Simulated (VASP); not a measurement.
Band structure of YN (rock salt). Calculation: r2SCAN meta-GGA, VASP's PBE PAW potentials (set 64) (plane waves; VASP).

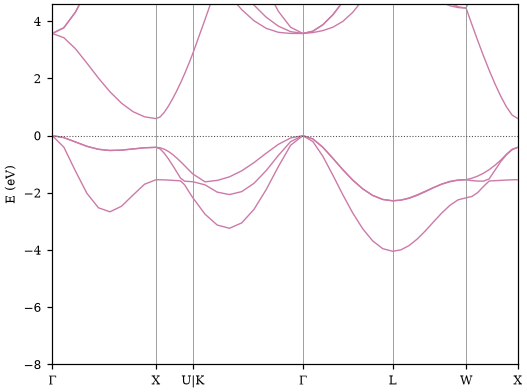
Bands along high-symmetry lines, zero at the valence-band maximum or, without a gap, the Fermi level

Q: Read the plot: is there a gap, and where are the band edges?

A: The gap is indirect, 0.60 eV, from the valence maximum at Γ to the conduction minimum at X.

The compound is YN in the rock salt structure. It was relaxed first.
